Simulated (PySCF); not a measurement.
## Excited-state calculation of C₂H₈FNSi₂

System: C₂H₈FNSi₂.
Method: TDDFT PBE0/def2-SVPD, vertical, gas phase, core orbitals frozen in the response (PySCF 2.14.0).

The geometry comes from this level: GFN2-xTB.

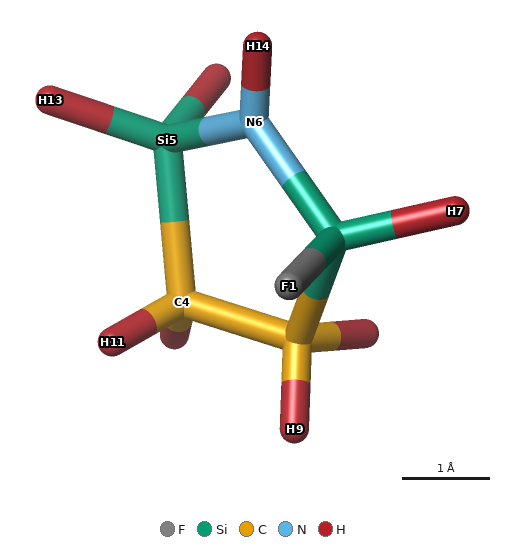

Fig. 1: The structure (stick view, seen at a tilt; atoms are numbered from 1 in the order of the input). Bond lengths as drawn: C–C 1.54 Å, C–H 1.09 Å, C–Si 1.89 to 1.90 Å, F–Si 1.62 Å, H–N 1.00 Å, H–Si 1.45 to 1.47 Å and N–Si 1.72 to 1.74 Å.

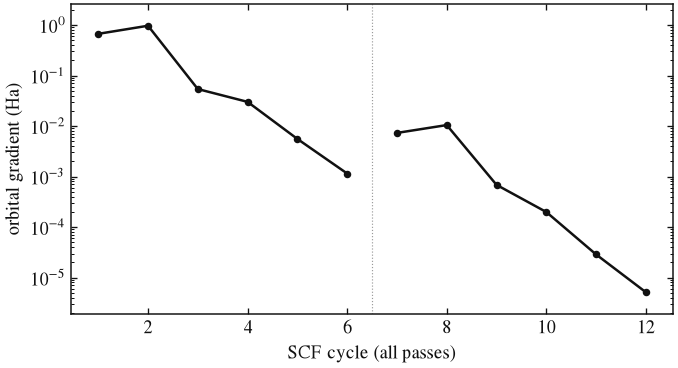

Fig. 2: Convergence of the self-consistent field: orbital gradient against the SCF cycle. The dotted line marks the change from a coarse to the final integration grid. The first 6 cycles use a coarse grid, the final grid takes over at cycle 7, and the field converges after 12 cycles in all.

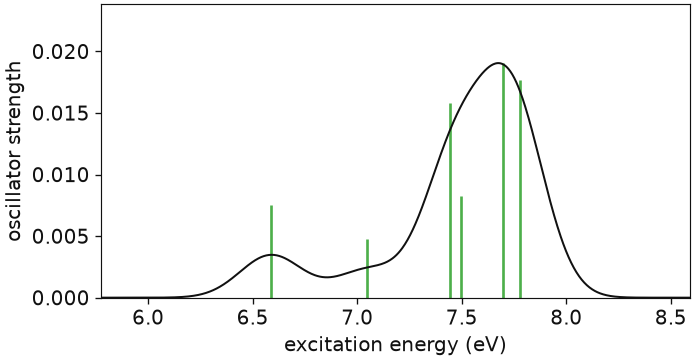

Fig. 3: Computed excitations as sticks (degenerate states added up, dark ones marked on the axis), with a Gaussian envelope of 0.35 eV full width at half maximum, scaled to the tallest. Of the 6 states the lowest lies at 6.59 eV (f = 0.008); the strongest line is at 7.70 eV, or 161 nm (f = 0.019).

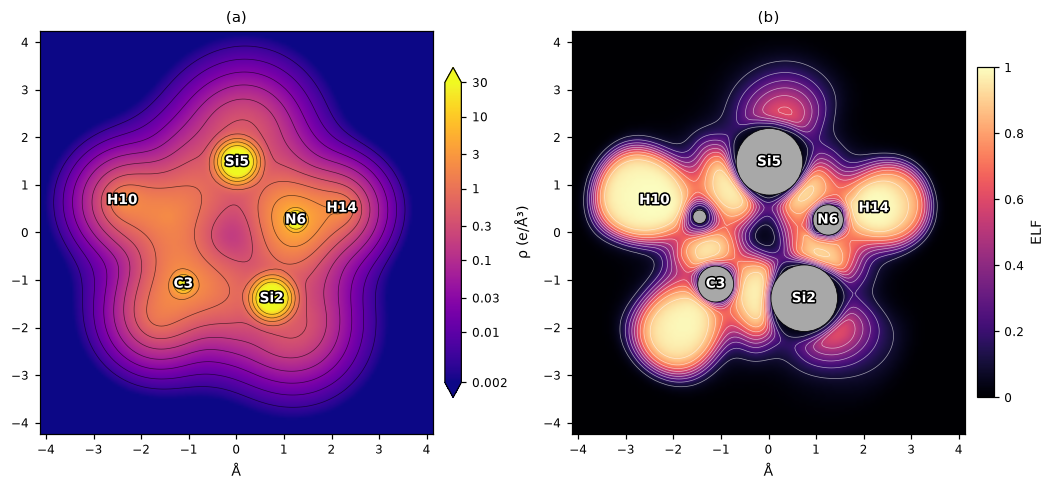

Fig. 4: (a) total electron density; (b) ELF on the plane of atoms Si2, N6 and H14. Grey discs, where drawn, cover atomic cores. The plane passes through Si, C, N and H nuclei. Si–N (1.72 Å): ρ is about 1.1 e/Å³ halfway; the ELF peaks at about 0.90 between the atoms (a shared but strongly polarised pair).

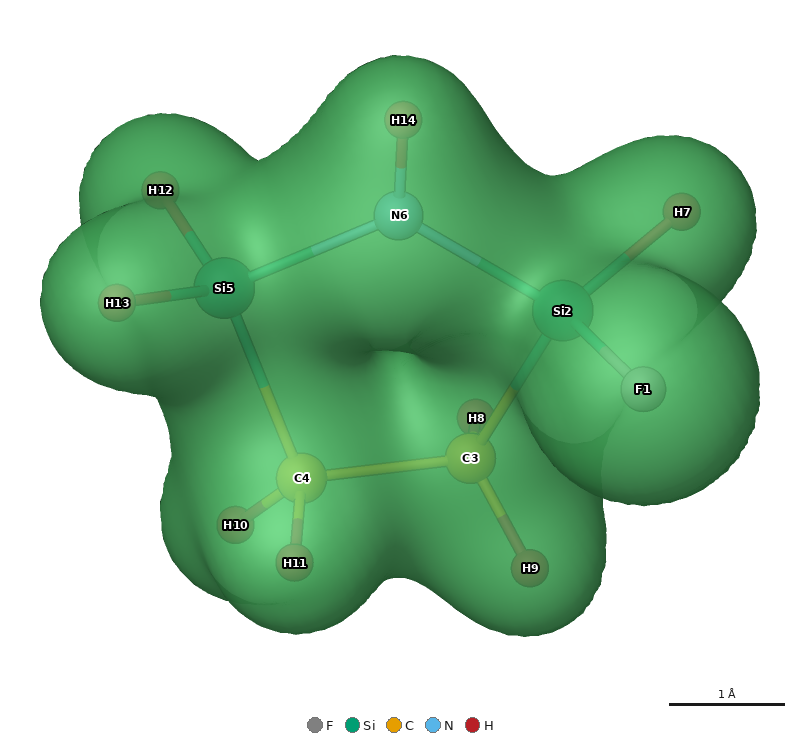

Fig. 5: Isosurface of the electron density at 0.2 e/Å³ (green), seen at a tilt. At this value the surface is in one piece. On the grid the lowest density along these lines, outside the cores, is 1.6 e/Å³ (C–C, 1.54 Å), 0.85 e/Å³ (Si–F, 1.62 Å), 0.91 e/Å³ (Si–N, 1.72 Å) and 0.81 e/Å³ (C–Si, 1.89 Å).

The input and output of the run follow.

**Input file**
```
{"job": {"kind": "uv", "xc": "PBE0", "basis": "def2-SVPD", "nstates": 6, "ntriplets": 2}, "charge": 0, "multiplicity": 1}
F      0.106134     2.081609     1.758927
Si     0.075184     1.559324     0.226437
C      1.343238     0.184848    -0.073318
C      0.670095    -1.179677     0.145659
Si    -1.158905    -1.065086    -0.366921
N     -1.347418     0.635225    -0.062403
H      0.159349     2.781357    -0.552807
H      1.695677     0.245644    -1.103692
H      2.226071     0.282564     0.559387
H      1.217733    -1.962742    -0.379153
H      0.718187    -1.429871     1.206767
H     -1.384674    -1.362015    -1.787833
H     -2.067054    -1.838278     0.483021
H     -2.254294     1.066624    -0.076238
```

The first line tells a small driver script what to run in PySCF; the rest is the geometry in Å.

Launch command:
```bash
OMP_NUM_THREADS=1 python <driver script> task.json out
```

**Log**
```
coarse grid: 12528 points
cycle   1  E = -813.7041480238  dE =  5.022e-01  |g| = 6.704e-01  |ddm| = 4.914e+00
cycle   2  E = -813.6090020979  dE =  9.515e-02  |g| = 9.697e-01  |ddm| = 1.623e+00
cycle   3  E = -813.7963458116  dE = -1.873e-01  |g| = 5.409e-02  |ddm| = 9.259e-01
cycle   4  E = -813.7967938397  dE = -4.480e-04  |g| = 3.015e-02  |ddm| = 1.196e-01
cycle   5  E = -813.7970193032  dE = -2.255e-04  |g| = 5.567e-03  |ddm| = 4.397e-02
cycle   6  E = -813.7970272310  dE = -7.928e-06  |g| = 1.150e-03  |ddm| = 1.173e-02
final grid: 111840 points
cycle   7  E = -813.8948633719  dE = -1.714e-05  |g| = 7.322e-03  |ddm| = 7.148e-02
cycle   8  E = -813.8948499327  dE =  1.344e-05  |g| = 1.047e-02  |ddm| = 1.976e-02
cycle   9  E = -813.8948766770  dE = -2.674e-05  |g| = 6.855e-04  |ddm| = 1.184e-02
cycle  10  E = -813.8948767707  dE = -9.374e-08  |g| = 1.987e-04  |ddm| = 9.247e-04
cycle  11  E = -813.8948767794  dE = -8.736e-09  |g| = 2.870e-05  |ddm| = 3.544e-04
cycle  12  E = -813.8948767797  dE = -2.301e-10  |g| = 5.125e-06  |ddm| = 7.514e-05
converged SCF energy = -813.8948767797

Static polarisability (au): isotropic 77.190, principal 67.019 77.130 87.421

Singlet excitations
state   eV       nm        f      main configurations
  1   6.5884    188.2   0.00755   H->L 0.97
  2   7.0459    176.0   0.00476   H->L+1 0.94
  3   7.4457    166.5   0.01584   H-1->L 0.61, H->L+2 0.33
  4   7.4959    165.4   0.00826   H->L+2 0.55, H-1->L 0.33, H->L+3 0.09
  5   7.6957    161.1   0.01905   H-1->L+1 0.94
  6   7.7780    159.4   0.01764   H->L+4 0.93

Triplet excitations (Tamm-Dancoff, eV): 6.2714 6.8520
```

**Key numbers**

```tsv
quantity	value
outcome	converged
total energy	−813.894877 hartree
HOMO	−7.69 eV
LUMO	0.30 eV
dipole moment	1.67 D
mean polarisability	77.19 a.u.
lowest singlet excitation	6.59 eV
hardware	1 CPU thread, shared host
wall time	27 s
peak memory	0.82 GiB
```
